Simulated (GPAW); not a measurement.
Consider BaPbO3 (I4/mcm).

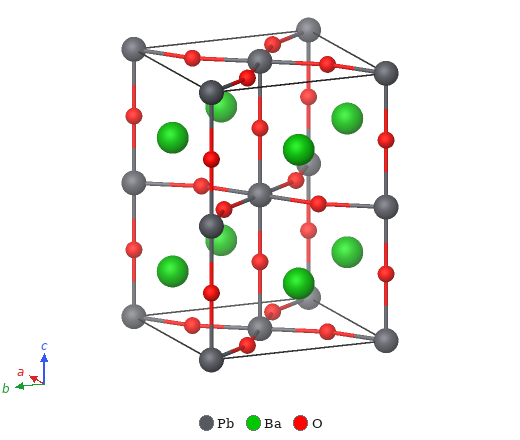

The structure (lead dark grey, barium green, oxygen red). Some periodic images of atoms are drawn too.

```cif
data_structure
_symmetry_space_group_name_H-M 'P 1'
_symmetry_Int_Tables_number 1
_cell_length_a 6.1039
_cell_length_b 6.1039
_cell_length_c 6.1039
_cell_angle_alpha 120.708
_cell_angle_beta 120.708
_cell_angle_gamma 88.778
_cell_volume 159.04
loop_
_atom_site_label
_atom_site_type_symbol
_atom_site_fract_x
_atom_site_fract_y
_atom_site_fract_z
_atom_site_occupancy
Pb1 Pb 0.50000 0.50000 0.00000 1
Pb2 Pb 0.00000 0.00000 0.00000 1
Ba3 Ba 0.75000 0.25000 0.50000 1
Ba4 Ba 0.25000 0.75000 0.50000 1
O5 O 0.25000 0.25000 0.00000 1
O6 O 0.75000 0.75000 0.00000 1
O7 O 0.29639 0.79639 0.09278 1
O8 O 0.79639 0.70361 0.50000 1
O9 O 0.20361 0.29639 0.50000 1
O10 O 0.70361 0.20361 0.90722 1
```

Absorber: atom 5, with 2 Pb at 2.18 Å (linear, site symmetry 422). Method: GPAW, LDA, excited-electron core hole (neutral cell), 10-atom cell with 6.0 Å between holes, 7×7×7 k points, dipole transitions, Gaussian full width 0.9 eV up to 4 eV, rising linearly to 3.5 eV at 25 eV, without spin-orbit coupling.

**Question.** What does the O K edge look like?

Main maxima up to 24 eV above the zero (height): 0.6 eV (0.92), 4.2 eV (2.36), 7.3 eV (1.42) and 11.9 eV (0.91). A K edge sees empty p states on the absorber. The total-energy difference is 532.60 eV. One term is added: -8.83 eV, since the hole is spin-paired here and a spin-polarised one costs that much less in the free atom (computed apart). The photon energy is then 523.77 eV. The functional leaves an error in such absolute values: in the free atom LDA prices this hole 4.1 eV below PBE (computed apart), and PBE is itself good to a few eV.

The O K spectrum (energy from the lowest empty level; intensity scaled to a mean of 1 over the first 20 eV; polarised curves are means over the symmetry-equivalent atoms):

```csv
E (eV),isotropic,ε ⊥ c,ε ∥ c
-2.0,0.00,0.00,0.00
-0.5,0.20,0.01,0.59
1.0,0.90,0.05,2.60
2.5,0.39,0.19,0.79
4.0,2.34,2.76,1.49
5.5,1.61,1.79,1.26
7.0,1.41,0.87,2.48
8.5,1.34,1.02,1.98
10.0,0.72,0.77,0.63
11.5,0.87,1.23,0.17
13.0,0.77,1.01,0.29
14.5,0.77,1.00,0.31
16.0,0.69,0.88,0.30
17.5,0.58,0.72,0.31
19.0,0.61,0.70,0.43
20.5,0.67,0.70,0.63
22.0,0.81,0.77,0.89
23.5,0.98,0.92,1.09
25.0,1.18,1.12,1.32
26.5,1.42,1.25,1.74
28.0,1.39,1.07,2.01
29.5,1.13,0.79,1.83
31.0,0.93,0.69,1.43
```

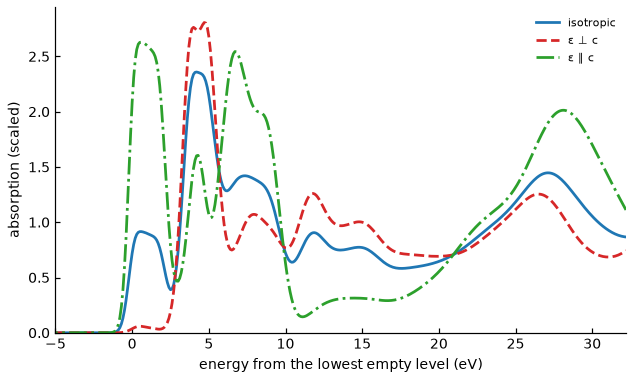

The O K edge.

The unit cell's mesh shows no gap over 0.35 eV. That is right for a metallic compound; for a small-gap or correlated insulator it would be the fault of the functional or of the assumed magnetic order, and the hole would be screened too well. The crystal has 2 inequivalent O sites and not all are shown here, while a measurement adds them all. The holes are only 6.0 Å apart, so the shape is probably not converged with cell size; no larger cell was run here. Lifetime broadening is put in by hand, and intensities beyond about 20 eV depend on it and on the partial waves. The structure is a computed Materials Project entry and may be a hypothetical form.

[Banner, clock and machine lines of the logs are left out without a mark of their own.]

[Logs are printed without paths, hosts, clocks, repeated set-up lines and the standing remarks that a program may print on its own settings, such as how far it seeks lower states.]

[Hosts, paths, dates, database ids (printed as entryN), source tags and the programs' standing remarks are cut or masked in the printed files.]

[Lists of maxima count a maximum above −3 eV only where it reaches 4 % of the highest in the window and stands out from its surroundings by 2 % of it (1.5 % where it reaches 55 %); shoulders and weaker maxima are passed over, and of the rest the first, up to two pre-edge ones and the few strongest are named.]
